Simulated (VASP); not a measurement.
Band structure of BaSi2 (relaxed from the AlB2 structure, space group P6/mmm). Level of theory: PBEsol GGA, VASP's PBE PAW potentials (set 64) (plane waves; VASP).

Unless said otherwise, spin-orbit coupling is left out, though it shifts the bands of the heavy elements here.

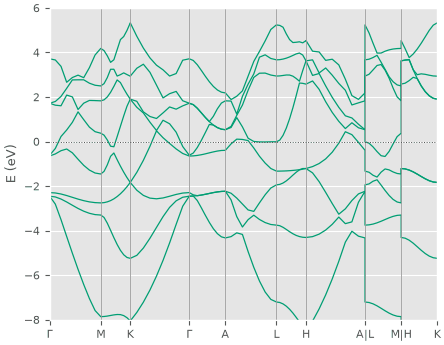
*Bands along high-symmetry lines, zero at the valence-band maximum or, without a gap, the Fermi level*

Question: Read the plot: is there a gap, and where are the band edges?

Answer: It has no gap at this level: it comes out as a metal or semimetal. (Edges off the drawn lines would not show.)

The structure was generated: BaSi2 was put into the AlB2 type (P6/mmm), which need not be its known phase. It was relaxed first, which changed the volume by +15 %.
